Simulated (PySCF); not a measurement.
**C8H7 (doublet): density, localisation and related maps**

```xyz
15

C     4.3907   -0.2775    0.0750
C     3.1145   -0.3276    0.3051
C     1.8420   -0.3640    0.5409
C     0.6197   -0.4042    0.7689
C    -0.7247   -0.4527    1.0510
C    -1.6925   -0.2528    0.1460
C    -3.1204   -0.1816   -0.1467
C    -2.0786    0.0429   -1.2300
H     4.9553    0.6410    0.1674
H     4.9563   -1.1506   -0.2217
H    -0.9964   -0.6697    2.0804
H    -3.6880    0.6694    0.2082
H    -3.6984   -1.0970   -0.1689
H    -1.9472   -0.7194   -1.9870
H    -1.9367    1.0463   -1.6103
```

Geometry: GFN2-xTB.

All numbers below come from UKS B3LYP, pcH-1 on C H, non-relativistic, mean-field spin-orbit, GIAO (PySCF).

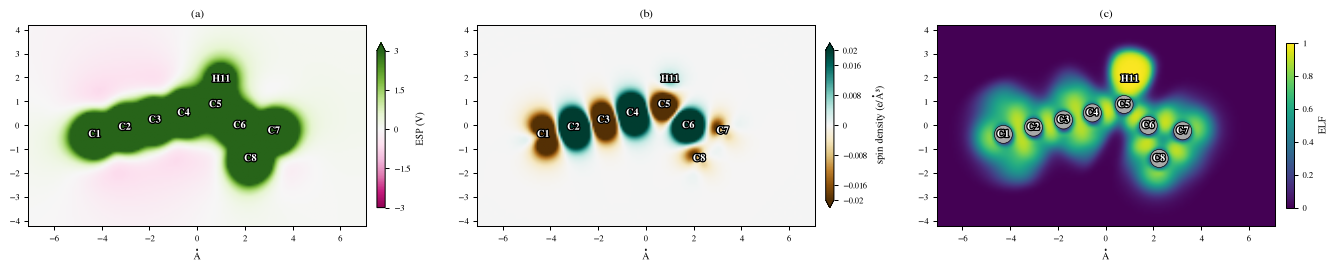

Figure 1. (a) electrostatic potential; (b) spin density; (c) electron localisation function on the plane of atoms C6, C7 and C8. Grey discs cover the atomic cores in the ELF map.

Describe what can be read from this map.

Answer. Atoms in the plane: C and H.
C–C (1.24 Å): the ELF peaks at about 0.90 between the atoms; a short, multiple covalent bond.
C–H (1.09 Å): the ELF climbs to about 1 towards the hydrogen, as it does in any bond to H (a covalent bond by its length).
C–C (1.29 Å): the ELF peaks at about 0.90 between the atoms; a short, multiple covalent bond.
C–C (1.34 Å): the ELF peaks at about 0.95 between the atoms; a short, multiple covalent bond.
The unpaired spin (1 electron) lies mostly on C2 (about 0.3), C4 (about 0.3) and C6 (about 0.3), in electrons by Hirshfeld's partition.
Outside the dense part of the molecule the potential is most negative (−0.7 V) near C1.

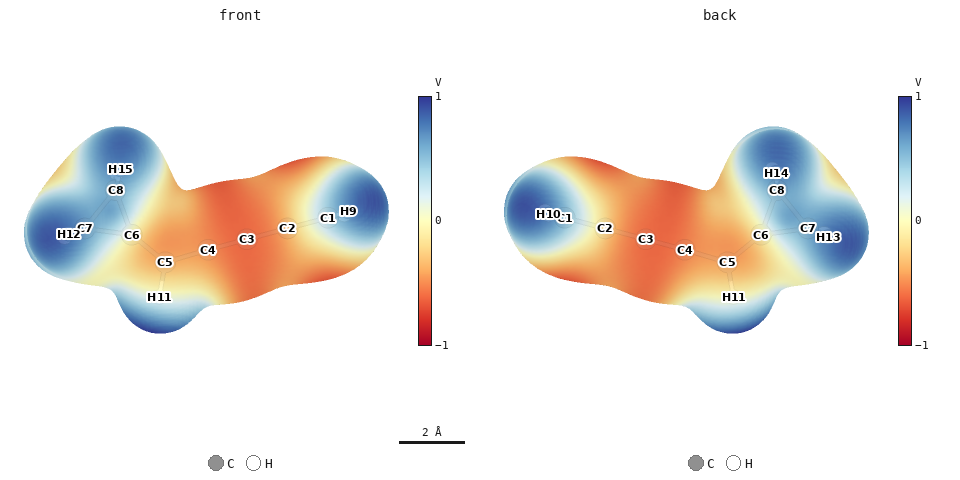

Figure 2. The molecular electrostatic potential painted on the density surface at 0.002 e/bohr³, seen from the front and from behind; red is negative and blue positive.

Which sites attract a positive test charge, and which a negative one?

Answer. A positive charge is drawn to the negative regions and a negative charge to the positive ones. The most negative region (about −0.6 V) lies over C1, C2, C3 and C4, the most positive (about +0.9 V) over the H atoms.
